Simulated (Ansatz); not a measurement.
CH$_{7}$BSi$_{2}$

The calculation's input:

```
crystal:
  periodic: [false, false, false]
  atoms:
    - {symbol: Si, position_ang: [-0.972019, 1.065501, -0.437867]}
    - {symbol: C, position_ang: [-0.413284, -0.528919, 0.367119]}
    - {symbol: B, position_ang: [0.661325, -0.458735, 1.425788]}
    - {symbol: Si, position_ang: [1.339647, -0.837890, -0.349358]}
    - {symbol: H, position_ang: [-1.499880, 0.800770, -1.801153]}
    - {symbol: H, position_ang: [-2.053930, 1.678001, 0.379743]}
    - {symbol: H, position_ang: [0.152072, 2.032595, -0.525058]}
    - {symbol: H, position_ang: [-1.303279, -1.151007, 0.489128]}
    - {symbol: H, position_ang: [0.738486, -0.584349, 2.603657]}
    - {symbol: H, position_ang: [1.673864, 0.143002, -1.406760]}
    - {symbol: H, position_ang: [1.742297, -2.216070, -0.724639]}
basis:
  gaussian: {orbitals: def2-TZVPP}
hamiltonian: {xc: pbe0, dispersion: d4}
output: {orbitals: {seedname: orbitals}}
```

Launched as:

```sh
ansatz run in.yaml --threads 2 --pin off --events-out ev --progress --plain --max-ram 4352MiB
```

Geometry: PBE0-D4/def2-TZVP.

Computed with RKS PBE0-D4/def2-TZVPP in Ansatz 0.2.0.

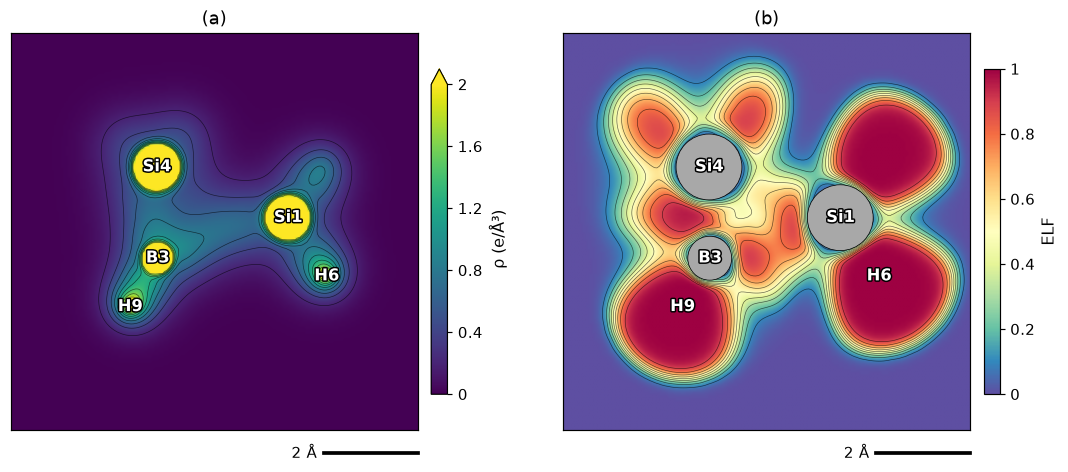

Figure 1. (a) total electron density; (b) electron localisation function on the plane of atoms Si4, B3 and H9. Grey discs cover the atomic cores in the ELF map.

Question: What do the fields say about this system?

Answer: The plane passes through Si, B and H nuclei.
Si–B (1.94 Å): the density is about 0.75 e/Å³ at the midpoint; the ELF peaks at about 0.85 between the atoms, as expected for a shared electron pair.
B–H (1.19 Å): the density is about 1.3 e/Å³ at the midpoint; the ELF climbs to about 1 towards the hydrogen, as it does in any bond to H (an ordinary covalent bond to hydrogen).
Si–H (1.49 Å): the density is about 0.8 e/Å³ at the midpoint; the ELF climbs to about 1 towards the hydrogen.

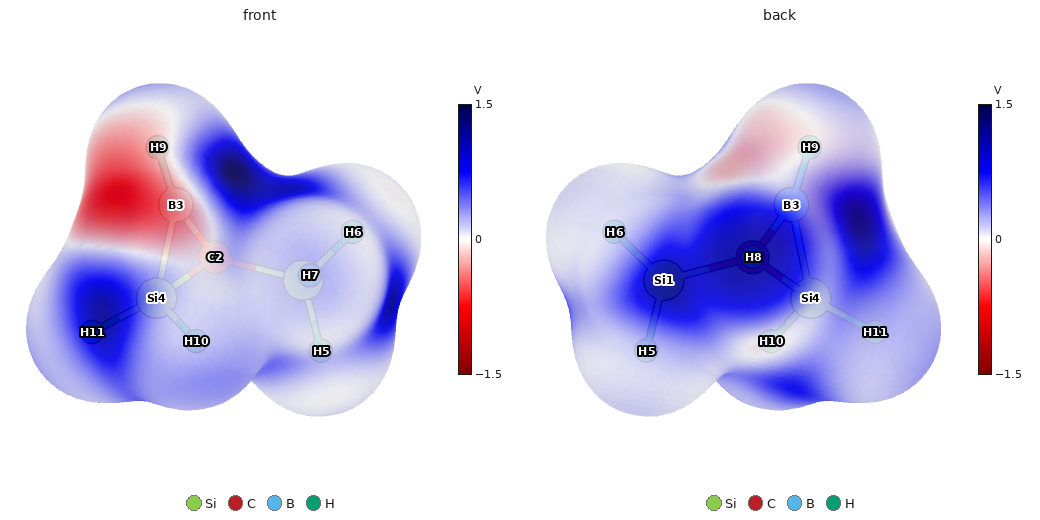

Figure 2. The molecular electrostatic potential painted on the density surface at 0.002 e/bohr³, seen from the front and from behind; the colour scale runs from red (negative) to blue (positive).

Question: Describe the electrostatic potential map.

Answer: The most negative region (about −0.7 V) lies over H9, the most positive (about +1.3 V) over B3.

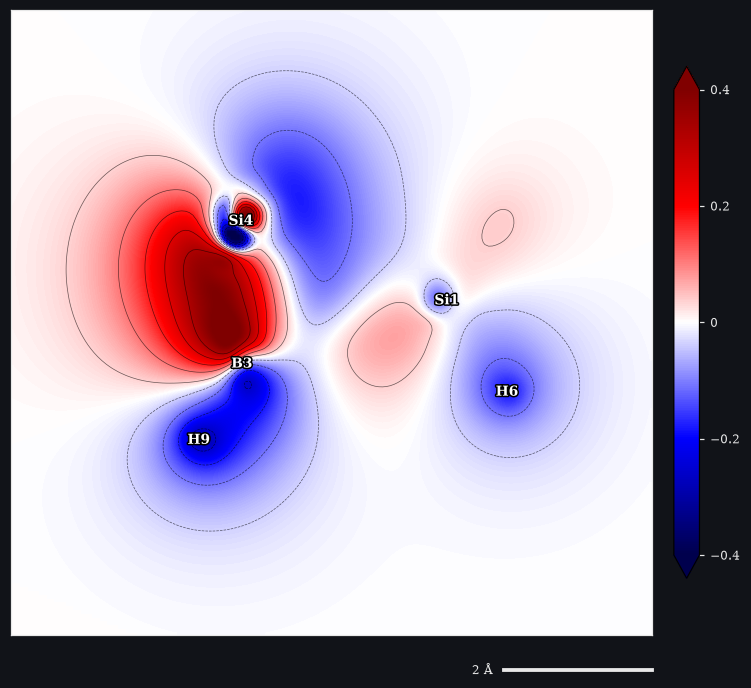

Figure 3. The HOMO on the plane of atoms Si4, B3 and H9 (values in Å⁻³ᐟ²; the overall sign is arbitrary).

Question: Describe this orbital and give its energy.

Answer: By Hirshfeld shares it lies mainly on Si4 (about 40 %), B3 (about 30 %) and C2 (about 15 %). Its energy is −6.86 eV.

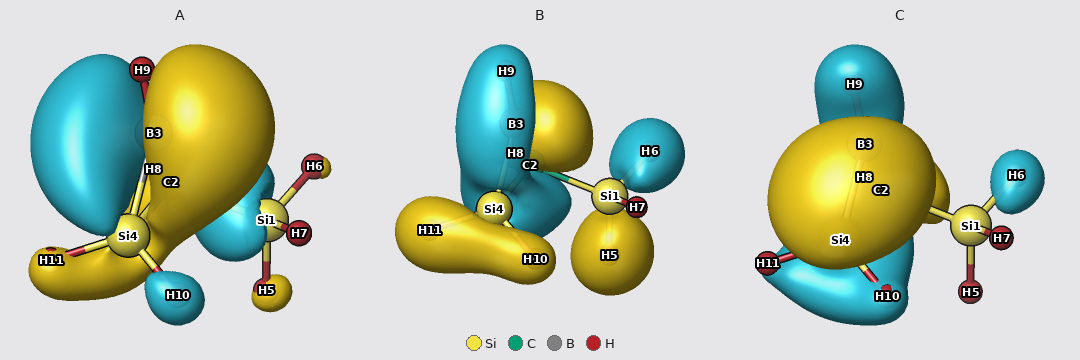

Figure 4. Three frontier orbitals at ±0.08 Å⁻³ᐟ² (yellow and cyan are the two phases), in no order.

Question: Which picture is the HOMO−1, the HOMO and the LUMO?

Answer: B is the HOMO−1 (−8.15 eV). Its weight (Hirshfeld) is mainly on C2 (about 35 %), B3 (about 20 %), Si4 (about 15 %), Si1 (about 10 %) and H5 (about 5 %). C is the HOMO (−6.86 eV). Its weight (Hirshfeld) is mainly on Si4 (about 40 %), B3 (about 30 %) and C2 (about 15 %). A is the LUMO (−1.96 eV). Its weight (Hirshfeld) is mainly on B3 (about 50 %), Si4 (about 15 %), C2 (about 10 %) and Si1 (about 10 %).

Question: What is the HOMO–LUMO gap?

Answer: 4.90 eV between the orbital energies.
